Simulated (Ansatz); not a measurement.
# UB3LYP/6-31G(d) (spherical functions) run of GaHBrO (SMILES [OH][Ga][Br])

What is the vertical ionisation energy of GaHBrO at UB3LYP/6-31G* (spherical functions)? 

The results are computed with Ansatz 0.2.0.

30 further runs of the same task are left out: 30 set aside as unsound or not needed. Runs told in other sessions of the task aren't counted.

### 1 The structure to begin with

GaHBrO: 4 atoms, total charge 0, spin state doublet. SMILES: `[OH][Ga][Br]`. Geometry: relaxed at PBE0-D4/def2-TZVP.

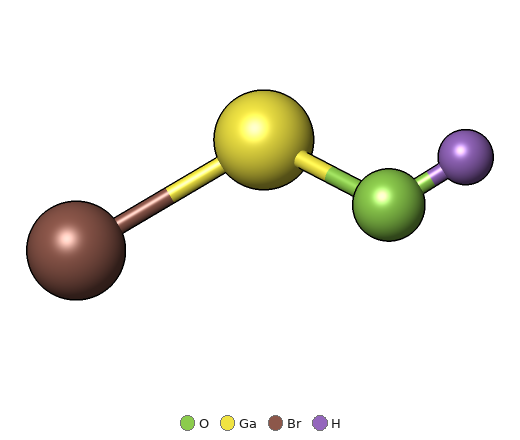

Viewed from a chosen angle; oxygen green, gallium yellow, bromine brown, hydrogen purple.

### 2 A single-point energy at UB3LYP/6-31G(d) (spherical functions)

File job.yaml:

```yaml
crystal:
  periodic: [false, false, false]
  atoms:
    - symbol: O
      position_ang: [-0.945400, 0.045500, -0.527800]
    - symbol: Ga
      position_ang: [0.607600, 0.441600, 0.280200]
    - symbol: Br
      position_ang: [1.823300, -1.358700, 1.075700]
    - symbol: H
      position_ang: [-1.429900, 0.811300, -0.848400]
basis:
  gaussian:
    orbitals: 6-31G_st_-spherical.json
magnetization:
  spin_polarized: true
  initial_magnetization: 1
hamiltonian:
  xc: {name: B3LYP}
accuracy: high
output: {orbitals: {seedname: orbitals}}
```

The basis set 6-31G* is read from a file made from the Basis Set Exchange's data (not shown).

The run is started by

```sh
$ ansatz run job.yaml --threads 1 --pin off --max-ram 2610MiB --events-out events.jsonl --progress --plain --runs-dir runs
```

Standard output:

```text
Warning: RAYON_NUM_THREADS=1 ignored (pool sized by the plan → 1); use --threads N
Functional definition: B3LYP
  name "B3LYP"
  parameter a0 = 0.2
  parameter ax = 0.72
  parameter ac = 0.81
  exchange = (1 - a0 - ax)*slater_x + ax*b88_x + a0*exact_x
  correlation = (1 - ac)*vwn_rpa_c + ac*lyp_c
1502 factors; integrals over basis functions are off by at most 6.6e-9 eV
mean field evaluation 1: about -124468.7395 eV, gradient 4.1e1 eV
mean field evaluation 2: about -124404.6201 eV, gradient 1.2e2 eV
mean field evaluation 4: about -124474.6070 eV, gradient 9.1e0 eV
mean field evaluation 8: about -124474.9797 eV, gradient 5.9e-1 eV
mean field evaluation 16: about -124474.9816 eV, gradient 6.7e-4 eV
mean field -124474.98160497 eV, -4574.3712018096 hartree, gradient 3.3e-8 eV, S^2 0.752920; 0 other end points of the search recorded, 0 dependent functions left out
reference -124474.98163829 eV, -4574.3712030344 hartree; 38, 37 occupied and 42, 43 virtual orbitals, 1502 factors
Total energy: -124474.98163829 eV, -4574.3712030344 hartree
```

Wall time 14 s (1 thread of Arm Neoverse V1, shared host); peak memory 0.4 GiB.

### 3 The singlet cation, same level

File in.yaml:

```yaml
crystal:
  periodic: [false, false, false]
  atoms:
    - {symbol: O, position_ang: [-0.945400, 0.045500, -0.527800]}
    - {symbol: Ga, position_ang: [0.607600, 0.441600, 0.280200]}
    - {symbol: Br, position_ang: [1.823300, -1.358700, 1.075700]}
    - {symbol: H, position_ang: [-1.429900, 0.811300, -0.848400]}
basis:
  gaussian:
    orbitals: 6-31G_st_-spherical.json
total_charge: 1
hamiltonian:
  xc: {name: B3LYP}
accuracy: high
output: {orbitals: {seedname: orbitals}}
```

The basis set 6-31G* is read from a file made from the Basis Set Exchange's data (not shown).

The run is started by

```sh
$ ansatz run in.yaml --threads 1 --pin off --max-ram 2610MiB --events-out events.jsonl --progress --plain --runs-dir runs
```

Standard output:

```text
Warning: RAYON_NUM_THREADS=1 ignored (pool sized by the plan → 1); use --threads N
Functional definition: B3LYP
  name "B3LYP"
  parameter a0 = 0.2
  parameter ax = 0.72
  parameter ac = 0.81
  exchange = (1 - a0 - ax)*slater_x + ax*b88_x + a0*exact_x
  correlation = (1 - ac)*vwn_rpa_c + ac*lyp_c
1501 factors; integrals over basis functions are off by at most 6.6e-9 eV
mean field evaluation 1: about -124449.7440 eV, gradient 9.0e1 eV
mean field evaluation 2: about -124305.4697 eV, gradient 2.0e2 eV
mean field evaluation 4: about -124462.7368 eV, gradient 3.4e1 eV
mean field evaluation 8: about -124466.0750 eV, gradient 6.5e-1 eV
mean field evaluation 16: about -124466.1274 eV, gradient 1.7e-4 eV
mean field -124466.12740793 eV, -4574.0458160701 hartree, gradient 2.2e-8 eV, S^2 0.000000; 0 other end points of the search recorded, 0 dependent functions left out
reference -124466.12744270 eV, -4574.0458173481 hartree; 37, 37 occupied and 43, 43 virtual orbitals, 1501 factors
Total energy: -124466.12744270 eV, -4574.0458173481 hartree
```

Wall time 7.2 s (1 thread of Arm Neoverse V1, shared host); peak memory 0.26 GiB.

### 4 Outcome

At UB3LYP/6-31G* (spherical functions):

| quantity | value |
| --- | --- |
| doublet GaHBrO: total energy | -4574.37120 Eh |
| doublet GaHBrO: HOMO energy (highest over α and β) | -6.39 eV |
| doublet GaHBrO: LUMO energy (lowest over α and β) | -4.04 eV |
| doublet GaHBrO: ⟨S²⟩ | 0.753 |
| singlet cation: total energy | -4574.04582 Eh |
| singlet cation: HOMO energy | -14.20 eV |
| singlet cation: LUMO energy | -11.30 eV |
| singlet cation: HOMO–LUMO gap | 2.90 eV |
| vertical ionisation energy (to the singlet cation) | 8.854 eV |

Removing an electron at fixed nuclei costs 8.85 eV (204 kcal/mol). Only the singlet of the ionised species was computed; a triplet could lie lower.
